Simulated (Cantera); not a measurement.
A closed system holds: 1 mol H2S, 0.042 mol SO2, 0.12 mol H2, at 16.0 Pa.

These are equilibrium values from Cantera (NASA tables, ideal gas, pure condensed phases), not measurements of a reactor. Candidate condensed phases: H2O, H2SO4, S; 19 gas species. The numbers say what is thermodynamically allowed, not how fast it happens.

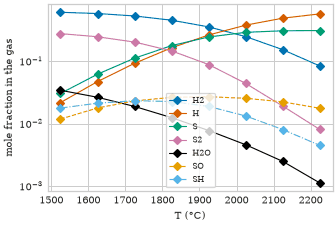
Figure: Equilibrium gas composition (values under 1e-9 drawn at 1e-9)

Question: Read off the mole fractions at 1525 °C.

Answer: H2 about 0.60, S2 about 0.27, H2O about 0.034, S about 0.030, H about 0.022, SH about 0.018, SO about 0.012.
